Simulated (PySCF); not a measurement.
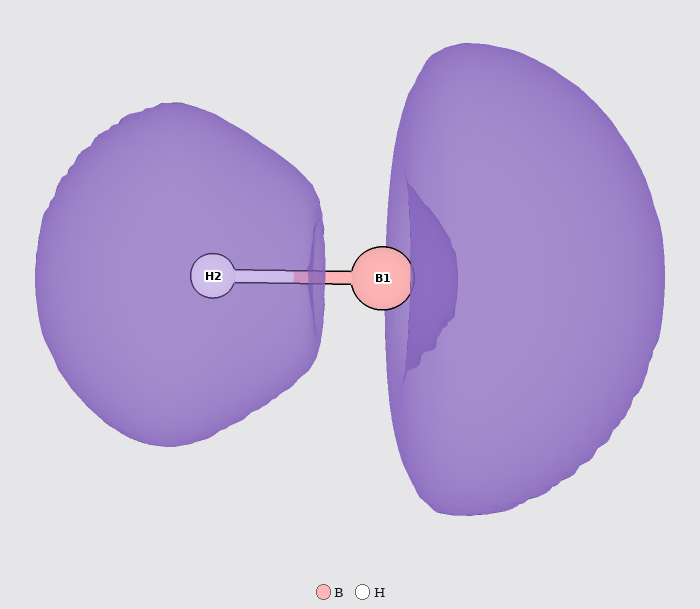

The picture shows: BH. Isosurface of the electron localisation function at 0.75 (purple), seen from one side. Core shells and regions of very low density are left out.

Theory: PBE0/cc-pVTZ(-PP), non-relativistic Hamiltonian with scalar-relativistic core potentials where named, at a bond length of 1.242 Å in PySCF.

```csv
atom,x (Å),y (Å),z (Å)
B,0.0000,0.0000,-0.1042
H,0.0000,0.0000,1.1378
```

> What do the ELF domains correspond to?

At this value the surface marks out one region around a hydrogen nucleus and one lobe on B, pointing away from the bonds (lone pairs). Profiles from the grid: B–H (1.24 Å): the ELF peaks at about 1 between the atoms; a covalent bond by its length.
